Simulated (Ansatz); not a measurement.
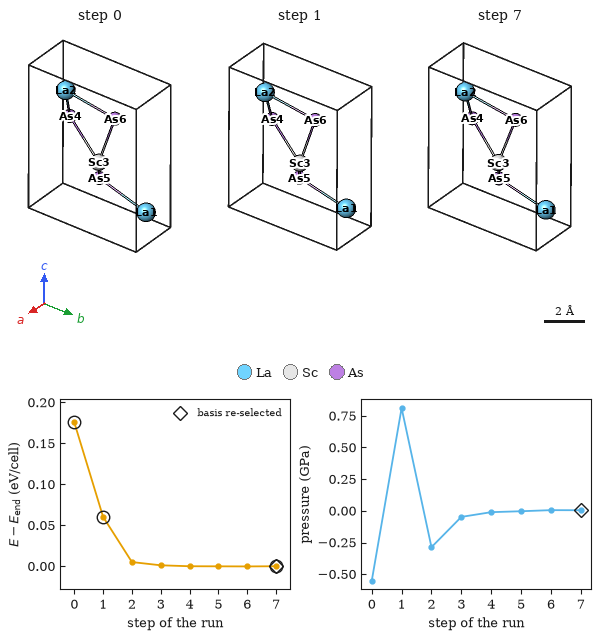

Frames of a relaxation of a crystal of La2ScAs3 (built on the Ca2ZnGa3-8 type type), marked on the history of the run. Style: ball-and-stick. Shown: the cell of the calculation, reduced to other axes, slightly off an axis. Lengths and directions refer to the drawn axes.

Case: shaken.

These are results of DFT, PBEsol, plane waves, PAW in Ansatz, not measurements.

Input file:
```yaml
crystal:
  lattice:
    - [5.4266627771, -1.9808693087, 0.9652969341]
    - [5.448610879, 2.0434727916, 0.9719000354]
    - [-4.2456252401, -0.0124994714, 6.3266714607]
  atoms:
    - { symbol: La, position: [0.5330273844, 0.5500410049, 0.8412317069] }
    - { symbol: La, position: [0.3822257617, 0.4030913599, 0.1802486189] }
    - { symbol: Sc, position: [0.1970012591, 0.2224951476, 0.5388350285] }
    - { symbol: As, position: [0.9832190429, 0.9309570018, 0.490946478] }
    - { symbol: As, position: [0.7984711196, 0.7977445926, 0.8035323496] }
    - { symbol: As, position: [0.1405916336, 0.0845043914, 0.1491475803] }
kpoints:
  mp_grid: { grid: [6, 6, 4] }
hamiltonian:
  xc: pbesol
scf:
  occupations: { method: fermi_dirac, width: 0.05 }
relax:
  f_tol: 0.01
  cell: {}
  max_steps: 120
```

Launched with:
```bash
ansatz run input.yaml --threads 2 --pin off --max-ram 2211MiB --backend cpu --events-out ev --progress --plain --runs-dir out
```

Describe the path.

Answer. The energy falls by 0.176 eV per cell of the calculation in 6 accepted moves (7 points after the start). Largest force component: 0.82 eV/Å at the start, 0.002 eV/Å at the end. Pressure: −0.55 GPa at the start and 0.00 GPa at the end. The SCF was repeated once at an unchanged geometry on a basis and grid sized afresh for the cell, which shifted the energy by 0.2 meV per cell of the calculation at most. The atom that moves furthest relative to the cell is As4 (0.14 Å along [−2 2 −1]). By element the largest moves are As 0.14 Å, La 0.12 Å, Sc 0.07 Å. The volume changes by −2.1 %, with a 4.024 → 4.002 Å (−0.5 %), b 5.857 → 5.851 Å (−0.1 %), c 7.619 → 7.496 Å (−1.6 %), α 112.3° → 111.6°, β 90.2° → 90.0°, γ 109.4° → 110.0°. Near-neighbour distances that change, for instance: La1–As4 3.259 → 3.031 Å, Sc3–As4 3.601 → 3.408 Å, La1–As6 2.849 → 3.040 Å, La2–As4 2.869 → 2.998 Å. Among the angles between lasting bonds that change: La1–As6–Sc3 131.4° → 138.7°, Sc3–As4–Sc3 148.2° → 142.5°, As4–Sc3–As4 148.2° → 142.5°. The space group (tolerance 0.01 Å) goes from P1 (No. 1) to Cm (No. 8). From step 0 to 1: La1 moves most (0.19 Å), volume −2.4 %, energy −0.115 eV per cell of the calculation. From step 1 to 7: Sc3 moves most (0.08 Å), volume +0.4 %, energy −60.3 meV per cell of the calculation.

```json
{"step": "0", "E − E(0), meV/atom": "0.00", "largest force component, eV/Å": "0.8221", "pressure, GPa": "-0.55", "volume, Å³/atom": "25.832", "note": ""}
{"step": "1", "E − E(0), meV/atom": "-19.22", "largest force component, eV/Å": "0.6106", "pressure, GPa": "0.81", "volume, Å³/atom": "25.199", "note": ""}
{"step": "2", "E − E(0), meV/atom": "-28.42", "largest force component, eV/Å": "0.1092", "pressure, GPa": "-0.29", "volume, Å³/atom": "25.448", "note": ""}
{"step": "3", "E − E(0), meV/atom": "-29.08", "largest force component, eV/Å": "0.0333", "pressure, GPa": "-0.05", "volume, Å³/atom": "25.350", "note": ""}
{"step": "4", "E − E(0), meV/atom": "-29.27", "largest force component, eV/Å": "0.0144", "pressure, GPa": "-0.01", "volume, Å³/atom": "25.315", "note": ""}
{"step": "5", "E − E(0), meV/atom": "-29.29", "largest force component, eV/Å": "0.0155", "pressure, GPa": "0.00", "volume, Å³/atom": "25.290", "note": ""}
{"step": "6", "E − E(0), meV/atom": "-29.31", "largest force component, eV/Å": "0.0020", "pressure, GPa": "0.01", "volume, Å³/atom": "25.298", "note": ""}
{"step": "7", "E − E(0), meV/atom": "-29.27", "largest force component, eV/Å": "0.0020", "pressure, GPa": "0.00", "volume, Å³/atom": "25.298", "note": "same geometry, new basis"}
```
